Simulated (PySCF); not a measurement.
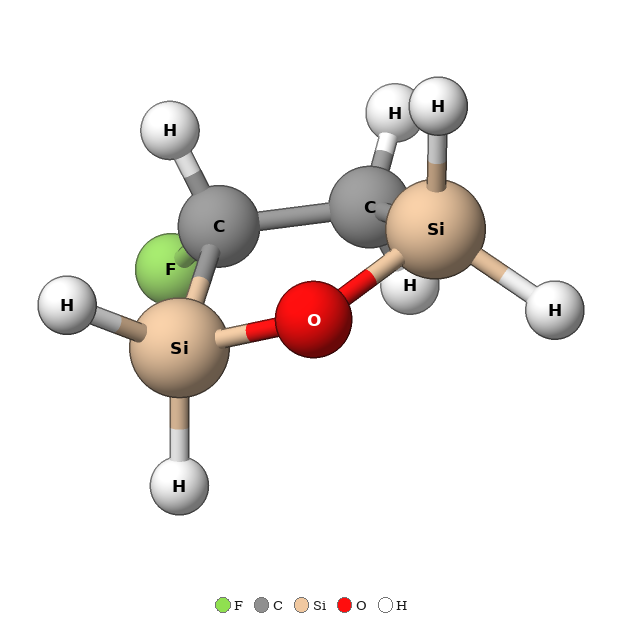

Every bond is drawn as one stick, whatever its order.

Computed geometry: GFN2-xTB optimisation. No frequency run is at hand to confirm it as a minimum.

What is the molecular formula?

C2H7FOSi2, 13 atoms: 2 carbon, 7 hydrogen, 1 fluorine, 1 oxygen and 2 silicon.

Name some functional groups or characteristic bonds that it holds.

Among them: C–F bond, Si–H bond, Si–O bond.

More results for the same structure follow; atom numbers are the same in all pictures, views and colours differ.

Geometry

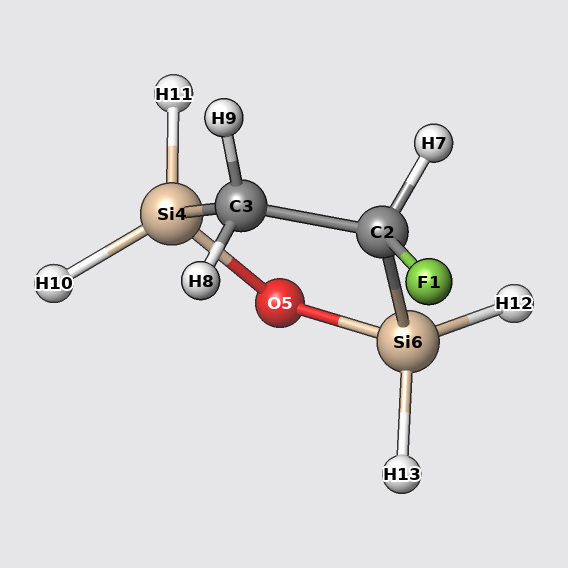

The atoms are numbered. No frequency run is at hand to confirm it as a minimum.

Give the bond lengths.

| bond | length (Å) | order |
| --- | --- | --- |
| F1–C2 | 1.394 | single |
| C2–C3 | 1.530 | single |
| C2–Si6 | 1.930 | single |
| C2–H7 | 1.097 | single |
| C3–Si4 | 1.907 | single |
| C3–H8 | 1.092 | single |
| C3–H9 | 1.090 | single |
| Si4–O5 | 1.645 | single |
| Si4–H10 | 1.456 | single |
| Si4–H11 | 1.459 | single |
| O5–Si6 | 1.636 | single |
| Si6–H12 | 1.456 | single |
| Si6–H13 | 1.455 | single |

Excitation

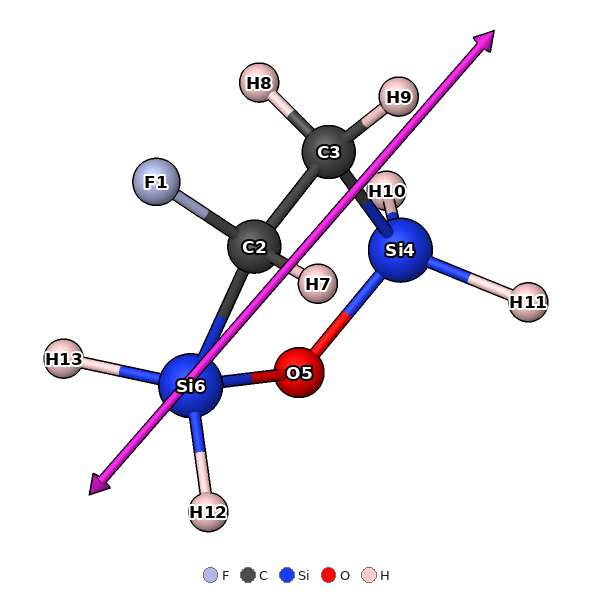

The double arrow shows the direction of the transition dipole to excited singlet state 5 (its length means nothing). No frequency run is at hand to confirm it as a minimum. Properties computed with TDDFT PBE0/def2-SVPD, vertical, gas phase, core orbitals frozen in the response (PySCF 2.14.0).

Where does the transition lie, and how strong is it?

7.61 eV (163 nm), oscillator strength 0.037, mainly HOMO → LUMO+2 (weight 0.86); transition dipole 1.14 D.

Ring current

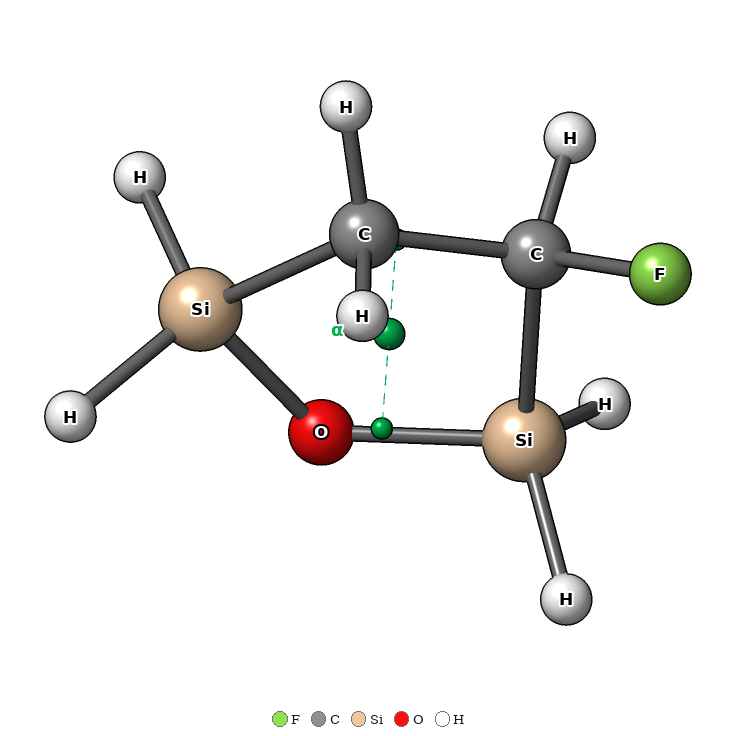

The small points mark where nucleus-independent chemical shifts (NICS) were computed: at the centre of each lettered ring and 1 Å above and below it. No frequency run is at hand to confirm it as a minimum. Properties computed with GIAO PBE0/pcSseg-1 NMR shielding, non-relativistic, gas phase (PySCF 2.14.0).

Give NICS(0), NICS(1) and the out-of-plane component NICS(1)zz for each ring (means of the two sides).

```json
{"ring": "α", "members": "C2OSi2", "NICS(0)": "−5.0", "NICS(1)": "−2.8", "NICS(1)zz": "−1.6"}
```

Values in ppm.

What do the values say about the ring currents?

Ring α: weak, as in a non-aromatic ring. NICS is one index among several.

Polarisability

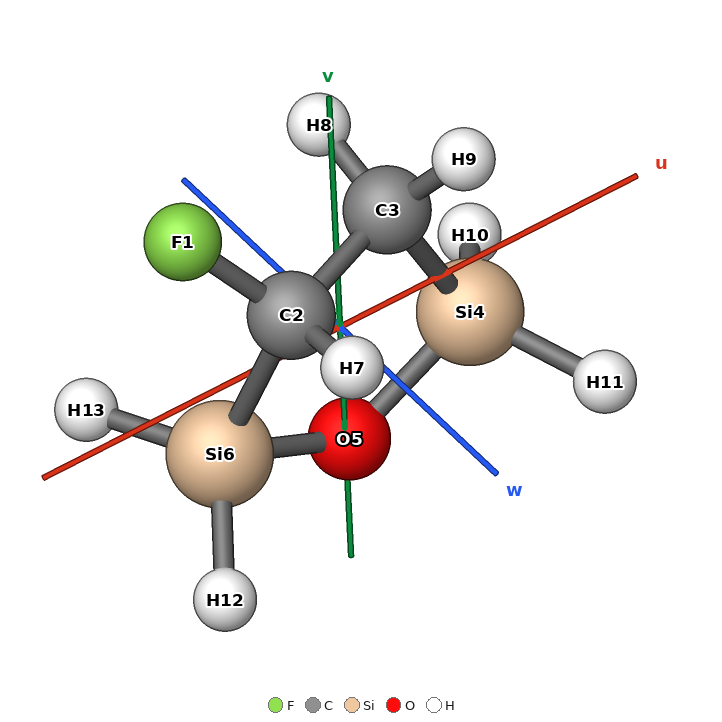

The lines u, v and w are the principal axes of the static dipole polarisability. No frequency run is at hand to confirm it as a minimum. Level of theory: PBE0/def2-SVPD (PySCF 2.14.0).

Along which axis is the molecule most polarisable, and along which least?

Most along u, least along w.

Give the three principal values.

u 80.6, v 73.3, w 66.3 bohr³; mean 73.4, anisotropy 12.3 bohr³.

NMR shielding

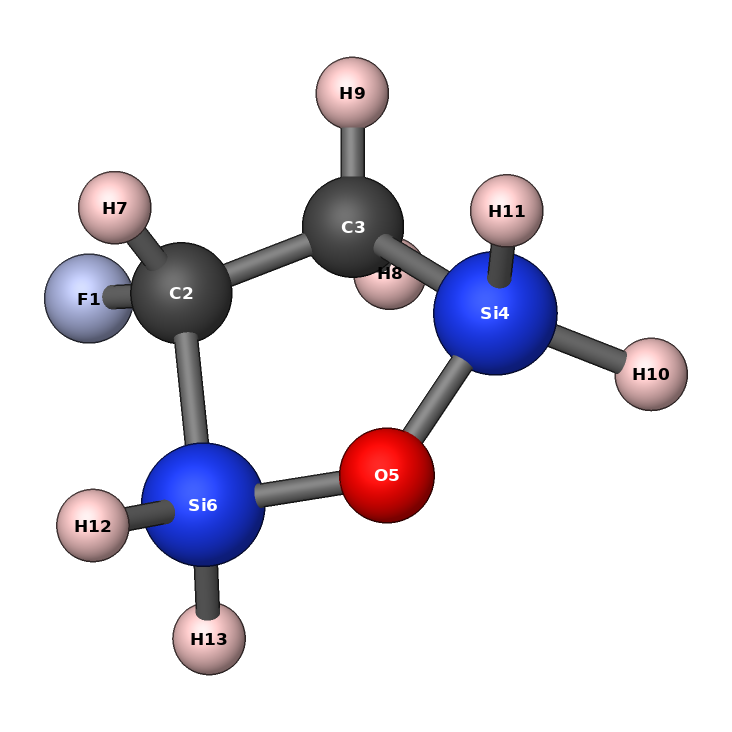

No frequency run is at hand to confirm it as a minimum. Method: GIAO PBE0/pcSseg-1 NMR shielding, non-relativistic, gas phase (PySCF 2.14.0). Principal shieldings σ11 ≤ σ22 ≤ σ33, span Ω = σ33 − σ11, skew κ = 3(σiso − σ22)/Ω.

Which Si atom has the most anisotropic shielding?

Si4, with a span of 116 ppm.

Give the shielding tensors of the Si atoms.

```tsv
atom	σ11	σ22	σ33	σiso	Ω	κ
Si4	301.6	343.9	417.4	354.3	115.8	0.27
Si6	335.1	339.5	410.4	361.7	75.3	0.88
```

Shieldings and span in ppm.

The geometry is semi-empirical. Around Si such bond lengths and angles can be off by a tenth of an ångström or more and by several degrees, and values that hang on the shape move with them.
